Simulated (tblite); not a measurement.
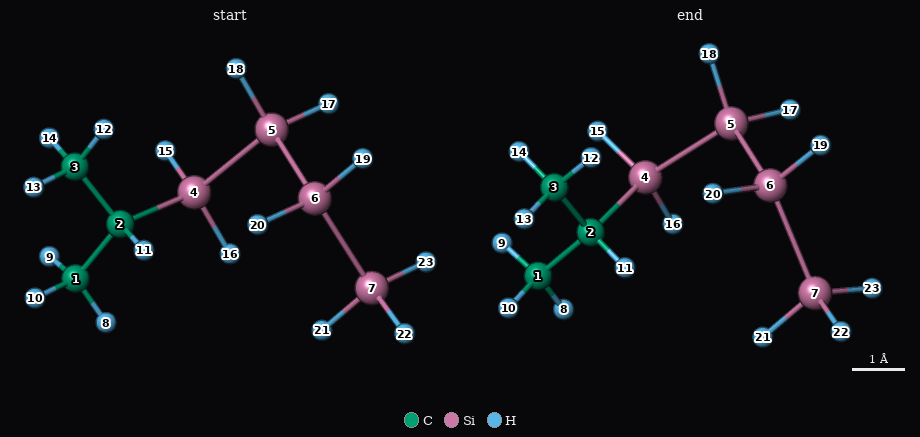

The structure of C3H16Si4 before (left) and after (right) a relaxation, at one scale.

Style: ball-and-stick. Shown at a tilt.

Computed with tblite, GFN2-xTB geometry optimisation, gas phase. 

### What changed between the two?

H16 moves most after the best rigid fit: 0.98 Å. Largest moves by element: H 0.98 Å, C 0.64 Å, Si 0.56 Å. Some distances before and after: Si5–Si6 2.282 → 2.329 Å, Si7–H22 1.490 → 1.465 Å, Si6–H19 1.497 → 1.472 Å, Si4–Si5 2.295 → 2.316 Å. Among the angles between lasting bonds that change: Si5–Si6–Si7 107.5° → 114.7°, Si4–Si5–Si6 108.7° → 114.8°, H19–Si6–H20 107.3° → 102.4°. Groups turn about Si4–Si5 by about 30°. Over 218 geometry steps the energy falls by 18.8 kJ/mol. Cost: 2.6 s on 1 thread of Arm Neoverse V1, on a shared host.
